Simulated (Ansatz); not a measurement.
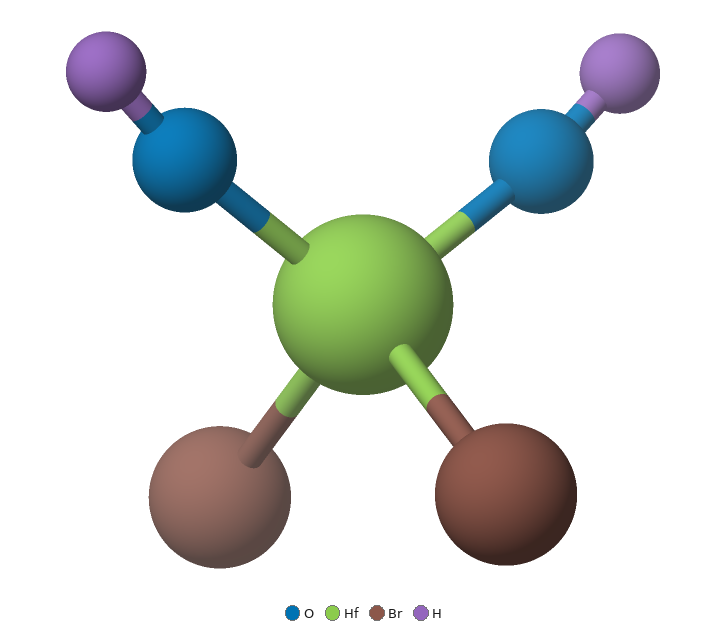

A ball-and-stick model of a molecule. Every bond is drawn as one stick, whatever its order.

Charge 0, singlet.

Identify the structure.

It has 7 atoms: 2 bromine, 2 hydrogen, 1 hafnium and 2 oxygen (Br2H2HfO2). Its SMILES string is `[OH][Hf]([OH])([Br])[Br]`. This geometry has C2v symmetry. Coordination, clear cases only: 1 Hf tetrahedral.

The parts below concern this one geometry. Atoms keep their numbers from picture to picture. The computed structure is the end point of a PBE0-D4/def2-TZVP optimisation.

### Levels of theory compared

Program: Ansatz 0.2.0.

At this fixed geometry, give HOMO–LUMO gap (eV) at these levels: B3LYP-D4/def2-TZVPP; B97M-V/def2-TZVPP; PBE-D4/def2-TZVPP; PBE0-D4/def2-SVP; PBE0-D4/def2-TZVPP; revPBE-D4/def2-TZVPP; ωB97M-V/def2-QZVPP; ωB97M-V/def2-TZVPP; ωB97X-V/def2-TZVPP.

```
               level  HOMO–LUMO gap (eV)
 B3LYP-D4/def2-TZVPP                6.76
   B97M-V/def2-TZVPP                5.80
   PBE-D4/def2-TZVPP                5.18
    PBE0-D4/def2-SVP                7.28
  PBE0-D4/def2-TZVPP                7.24
revPBE-D4/def2-TZVPP                5.21
  ωB97M-V/def2-QZVPP               10.81
  ωB97M-V/def2-TZVPP               11.33
  ωB97X-V/def2-TZVPP               11.65
```

### Vibrations

Harmonic vibrations computed with RKS PBE0-D4/def2-TZVP, core potentials on Hf (Ansatz 0.2.0) at a stationary point of the same level.

> How many vibrational modes are there, and where do they lie?

15 modes: 63, 103, 130, 133, 147, 172, 242, 244, 257, 280, 290, 712, 735, 4011, 4015 cm⁻¹.

### Dipole moment

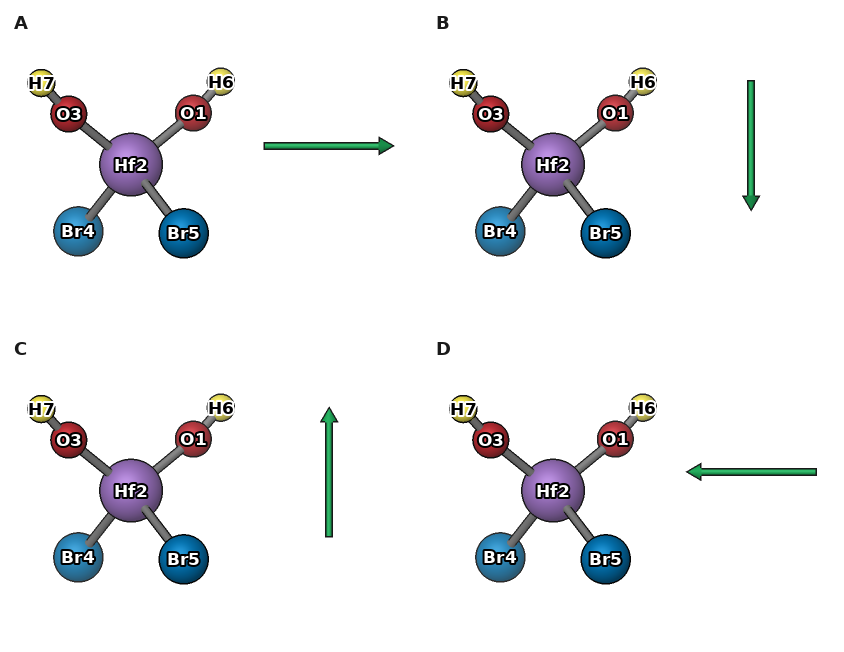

The same molecule four times, each with an arrow. Method: RKS B3LYP-D4/def2-TZVPP, core potentials on Hf (Ansatz 0.2.0).

> Which arrow points along the dipole moment, from the negative to the positive end?

C. The dipole moment is 3.93 D; it points from the side of Br4, Br5 to the side of H6, H7 (the outermost atoms at the two ends).

### Charges

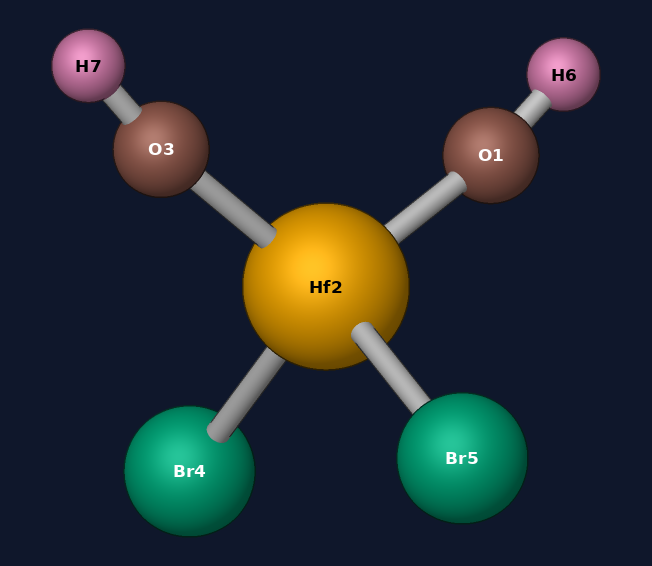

The questions are on Mulliken charges. Method: RKS r2SCAN-D4/def2-TZVPP, core potentials on Hf (Ansatz 0.2.0).

> Which atom carries the highest charge (most positive or least negative)?

Hf2 (1.04 e).

> And the lowest?

O1, O3 (−0.44 e).

List the Mulliken charges.

```
atom  value (e)
  O1      −0.44
 Hf2       1.04
  O3      −0.44
 Br4      −0.29
 Br5      −0.29
  H6       0.20
  H7       0.20
```

Mulliken values depend strongly on the basis set and can even reverse the polarity of a bond.
